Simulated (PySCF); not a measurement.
## NMR shielding calculation of C4H15NSi3

- system: C4H15NSi3
- method: GIAO PBE0/pcSseg-1 NMR shielding, non-relativistic, gas phase (PySCF 2.14.0)

The geometry comes from this level: GFN2-xTB. It belongs to a series of runs on one base structure; here: C replaced by Si. Figures and captions count atoms from 1; the log counts them from 0 in places.

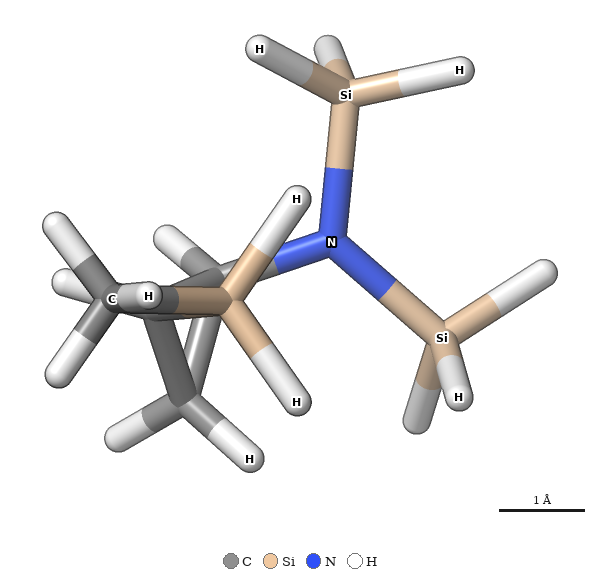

Fig. 1: The structure (stick view, seen at a tilt).

**The input**
```
{"job": {"kind": "nmr", "xc": "PBE0", "basis": "pcSseg-1"}, "charge": 0, "multiplicity": 1}
C     -3.386766     0.219380     0.852649
Si    -1.604699    -0.396653     0.613459
C     -0.763013     0.758925    -0.612142
C     -0.103155     0.194415    -1.846037
C      0.739984     0.779397    -0.769009
N      1.595844    -0.001124     0.067177
Si     2.152562     0.821965     1.494298
Si     2.062807    -1.598263    -0.422284
H     -3.940723     0.215546    -0.081435
H     -3.413375     1.231444     1.245385
H     -3.921651    -0.415424     1.551327
H     -1.648757    -1.767252     0.079323
H     -0.917362    -0.410214     1.912122
H     -1.238010     1.725254    -0.750202
H     -0.186756     0.733631    -2.779776
H     -0.112609    -0.877406    -1.965790
H      1.167089     1.757503    -0.985755
H      1.044196     1.617174     2.028483
H      2.592494    -0.200672     2.435222
H      3.256314     1.728090     1.142840
H      2.460323    -1.562038    -1.833152
H      0.962736    -2.553537    -0.235423
H      3.197774    -1.973159     0.414674
```

The first line tells a small driver script what to run in PySCF; the rest is the geometry in Å.

Run as:
```bash
OMP_NUM_THREADS=1 python <driver script> task.json out
```

**The program's output**
```
coarse grid: 19584 points
cycle   1  E = -1083.8795210120  dE =  6.715e-01  |g| = 5.160e-01  |ddm| = 4.274e+00
cycle   2  E = -1083.8423809398  dE =  3.714e-02  |g| = 6.521e-01  |ddm| = 1.059e+00
cycle   3  E = -1083.9418888446  dE = -9.951e-02  |g| = 8.789e-02  |ddm| = 6.852e-01
cycle   4  E = -1083.9432312125  dE = -1.342e-03  |g| = 3.872e-02  |ddm| = 1.155e-01
cycle   5  E = -1083.9435853650  dE = -3.542e-04  |g| = 6.297e-03  |ddm| = 4.404e-02
cycle   6  E = -1083.9435933960  dE = -8.031e-06  |g| = 1.938e-03  |ddm| = 8.812e-03
final grid: 172184 points
cycle   7  E = -1083.9864682095  dE = -3.627e-05  |g| = 8.561e-03  |ddm| = 3.452e-02
cycle   8  E = -1083.9864537768  dE =  1.443e-05  |g| = 1.148e-02  |ddm| = 2.000e-02
cycle   9  E = -1083.9864866163  dE = -3.284e-05  |g| = 9.633e-04  |ddm| = 1.186e-02
cycle  10  E = -1083.9864867947  dE = -1.784e-07  |g| = 3.276e-04  |ddm| = 1.115e-03
cycle  11  E = -1083.9864868180  dE = -2.334e-08  |g| = 6.783e-05  |ddm| = 3.836e-04
cycle  12  E = -1083.9864868190  dE = -9.682e-10  |g| = 2.611e-05  |ddm| = 9.882e-05
```

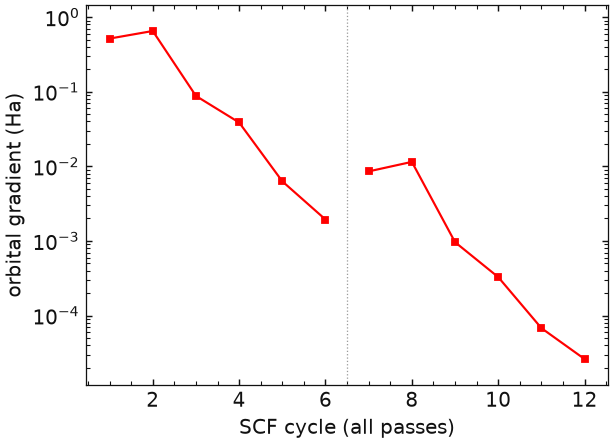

Fig. 2: Convergence of the self-consistent field: orbital gradient against the SCF cycle. The dotted line marks the change from a coarse to the final integration grid. The first 6 cycles use a coarse grid, the final grid takes over at cycle 7, and the field converges after 12 cycles in all.

```
converged SCF energy = -1083.9864868190

GIAO shielding tensors (ppm)
atom      isotropic    diamagn.    paramagn.     s11        s22        s33       span
  0 C      193.276     252.076     -58.800    188.734    192.095    198.997     10.263
  1 Si     387.908     881.830    -493.922    350.164    384.811    428.749     78.584
  2 C      181.547     257.843     -76.297    140.379    179.383    224.878     84.499
  3 C      170.163     256.747     -86.584    144.943    164.920    200.625     55.682
  4 C      148.916     248.408     -99.492    108.381    135.641    202.727     94.345
  5 N      264.131     329.365     -65.234    239.210    242.987    310.195     70.985
  6 Si     395.894     880.992    -485.098    347.339    370.856    469.486    122.147
  7 Si     404.615     880.716    -476.101    359.989    384.541    469.315    109.326
  8 H       31.307      29.896       1.411     26.453     29.349     38.118     11.665
  9 H       31.502      30.641       0.861     26.676     29.482     38.348     11.672
 10 H       31.531      28.351       3.180     26.689     27.976     39.928     13.239
 11 H       27.702      31.509      -3.807     23.617     27.288     32.202      8.586
 12 H       27.567      32.158      -4.591     23.171     28.223     31.306      8.135
 13 H       31.896      34.755      -2.859     24.454     28.810     42.425     17.971
 14 H       30.515      32.563      -2.049     24.811     25.703     41.030     16.219
 15 H       30.994      34.643      -3.649     26.640     29.004     37.338     10.698
 16 H       29.149      32.884      -3.735     21.548     28.197     37.701     16.153
 17 H       27.110      31.161      -4.051     22.791     27.148     31.391      8.600
 18 H       27.019      30.346      -3.327     23.476     25.074     32.506      9.030
 19 H       26.947      29.293      -2.346     22.782     24.769     33.289     10.507
 20 H       27.082      29.567      -2.485     23.661     24.689     32.896      9.235
 21 H       27.139      30.907      -3.768     22.611     26.434     32.372      9.761
 22 H       27.122      29.691      -2.569     23.110     25.647     32.608      9.498
```

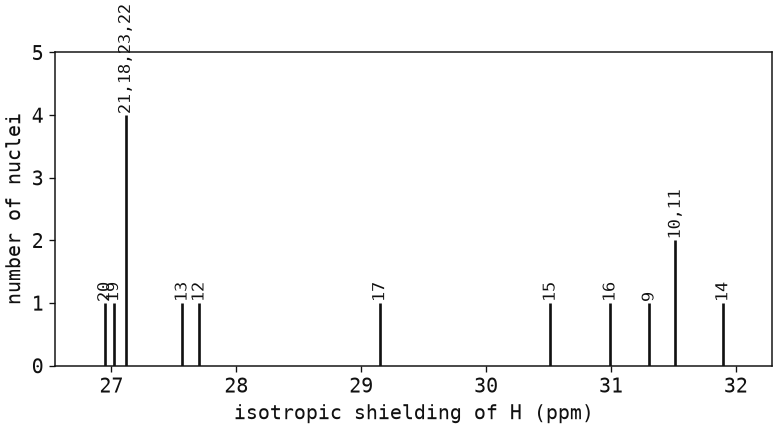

Fig. 3: Isotropic shieldings of the hydrogen nuclei in this fixed geometry, labelled by atom number; shielding grows to the right, so chemical shift grows to the left. The least shielded is H20 (26.9 ppm), the most shielded H14 (31.9 ppm).

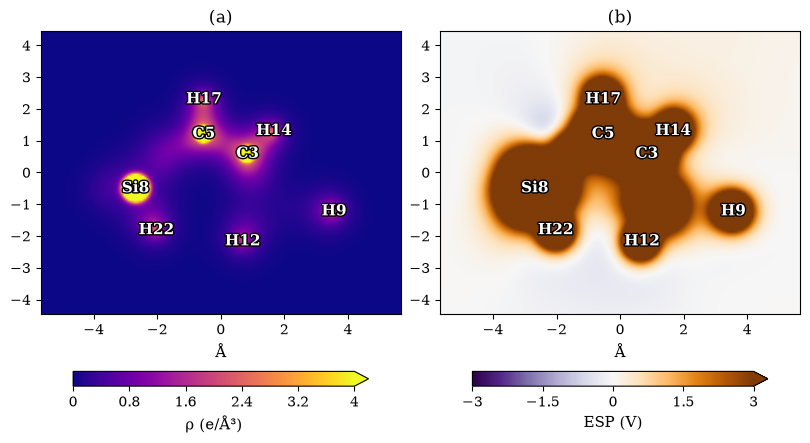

Fig. 4: (a) electron density; (b) electrostatic potential on the plane of atoms C3, C5 and H17. The section cuts through C, Si and H sites. C–C (1.51 Å): ρ is about 1.6 e/Å³ halfway. C–H (1.09 Å): ρ is about 2 e/Å³ halfway. Si–H (1.47 Å): ρ is about 0.81 e/Å³ halfway.

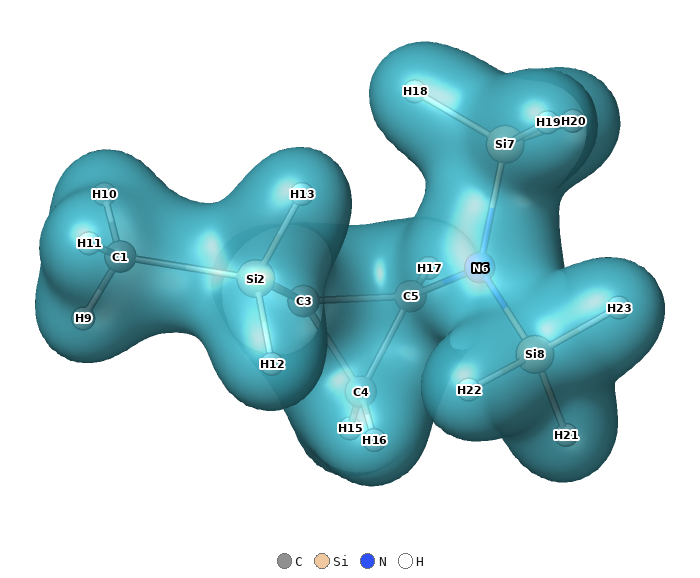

Fig. 5: Isosurface of the total electron density at 0.2 e/Å³ (cyan), seen at a tilt. At this value the surface is in one piece. On the grid the lowest density along these lines, outside the cores, is 1.9 e/Å³ (C–N, 1.43 Å), 1.7 e/Å³ (C–C, 1.49 Å), 0.89 e/Å³ (Si–N, 1.73 Å) and 0.78 e/Å³ (C–Si, 1.88 Å).

**Summary**

| quantity | value |
| --- | --- |
| outcome | converged |
| total energy | −1083.986487 hartree |
| HOMO | −6.71 eV |
| LUMO | 0.37 eV |
| dipole moment | 1.09 D |
| isotropic shielding, C | 148.9 to 193.3 ppm |
| isotropic shielding, Si | 387.9 to 404.6 ppm |
| isotropic shielding, N | 264.1 ppm |
| isotropic shielding, H | 26.9 to 31.9 ppm |
| hardware | 1 CPU thread, shared host |
| wall time | 2.9 min |
| peak memory | 1 GiB |
